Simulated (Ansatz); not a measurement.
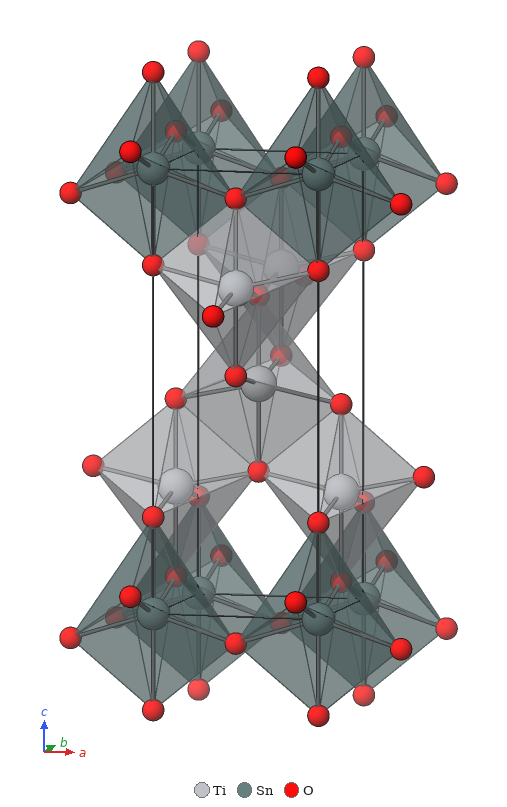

The crystal in a polyhedral representation, seen slightly off an axis. Thin lines show the conventional unit cell, with boundary atoms drawn in all their periodic places. A few atoms beyond the faces are included.

Ti$_{3}$SnO$_{8}$, space group P-4m2 (No. 115), a = 3.839 Å, b = 3.839 Å, c = 10.044 Å, α = 90.00°, β = 90.00°, γ = 90.00°. The cell started as a structure type filled with these elements by a generator (whether the compound takes this form wasn't checked). Earlier steps of the study, as a rule a relaxation of our own, may have changed the cell and positions, so they can lie some per cent off the listed ones. Ansatz was used for an electronic-structure calculation on it.

This one geometry was computed with Ansatz (DFT, plane waves, PAW) at three levels of theory: PBEsol, r2SCAN and PBE.

Question: Which level gives the highest pressure at this volume, and what does that say about its equilibrium volume?

Answer: Highest: PBE (0.0 GPa), which points to the largest equilibrium volume. Lowest, with the smallest volume: PBEsol (-5.6 GPa) and r2SCAN (-5.2 GPa). Levels within 0.5 GPa of each other can't be told apart.

Question: How does the band gap change with the level of theory?

Answer: PBEsol: a gap of 2.10 eV, indirect; PBE: a gap of 2.13 eV, indirect; r2SCAN: a gap of 2.50 eV, indirect.

Question: Collect the results in a table.

Answer:
| level | cutoff (eV) | k-mesh of the run's cell | gap (eV) | pressure (GPa) |
| --- | --- | --- | --- | --- |
| PBEsol | 420 | 8×8×4 | 2.10 | -5.6 |
| r2SCAN | 500 | 8×8×4 | 2.50 | -5.2 |
| PBE | 420 | 8×8×4 | 2.13 | 0.0 |

Gaps are taken on the k-mesh or band path of each run.
